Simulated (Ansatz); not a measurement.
**GaH5O3Se: basis-set convergence**

Aim: see how fast density functionals converge with the basis set for GaH5O3Se.

Computed with Ansatz 0.2.0, Gaussian basis. Level: one geometry, several basis sets.

Levels to be run: PBE0-D4/def2-SVP; ωB97M-V/def2-SVP; PBE0-D4/def2-QZVPP; ωB97M-V/def2-QZVPP; the functionals' def2-TZVPP values are taken from earlier runs.

## Step 1: The relaxed structure

An earlier PBE0-D4 in a triple-zeta def2 set relaxation fixed the geometry.

10 atoms, charge 0, spin multiplicity 1.

Atoms are counted from 1 here; the program's logs count them from 0.

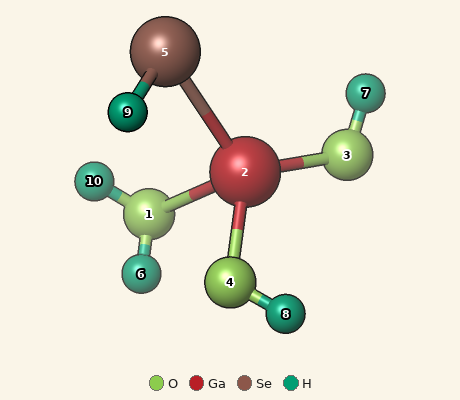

The structure; oxygen green, gallium red, selenium brown, hydrogen teal; atoms are numbered from 1 in the order of the file.

## Step 2: PBE0-D4 in def2-SVP

The input, in.yaml:

```yaml
crystal:
  periodic: [false, false, false]
  atoms:
    - {symbol: O, position_ang: [-0.839826, 0.558438, -1.365463]}
    - {symbol: Ga, position_ang: [0.394769, -0.294322, 0.133982]}
    - {symbol: O, position_ang: [1.363243, -1.557585, -0.683505]}
    - {symbol: O, position_ang: [-1.160900, -0.852750, 0.877181]}
    - {symbol: Se, position_ang: [1.377696, 1.676059, 0.972052]}
    - {symbol: H, position_ang: [-1.675635, 0.252349, -0.978211]}
    - {symbol: H, position_ang: [2.298193, -1.356132, -0.744542]}
    - {symbol: H, position_ang: [-1.172054, -1.789210, 1.083349]}
    - {symbol: H, position_ang: [0.307093, 1.794106, 1.970556]}
    - {symbol: H, position_ang: [-0.809580, 1.517945, -1.262598]}
basis:
  gaussian: {orbitals: def2-SVP}
hamiltonian: {xc: pbe0, dispersion: d4}
output: {orbitals: {seedname: orbitals}}
```

On the command line:

```console
ansatz run in.yaml --threads 4 --pin off --events-out ev --progress --plain --max-ram 11315MiB
```

The runs that follow: ωB97M-V in def2-SVP; PBE0-D4 in def2-QZVPP; ωB97M-V in def2-QZVPP.

Before running them: what should the planned runs give, taken together? Wanted: PBE0-D4: double and triple zeta above quadruple; ωB97M-V: double and triple zeta above quadruple.

As calculated:

```
                                       quantity           value
PBE0-D4: double and triple zeta above quadruple  25.51, 2.93 eV
ωB97M-V: double and triple zeta above quadruple  25.51, 2.83 eV
```

**Reading.** PBE0-D4 gains 22.58 eV from double to triple zeta, then 2.93 eV more. These are total energies; as a rule much of such shifts cancels in differences, which this series doesn't test. The LUMO of ωB97M-V is positive and keeps falling with the basis (1.79 to 0.79 eV): an unbound level that the basis holds in place.
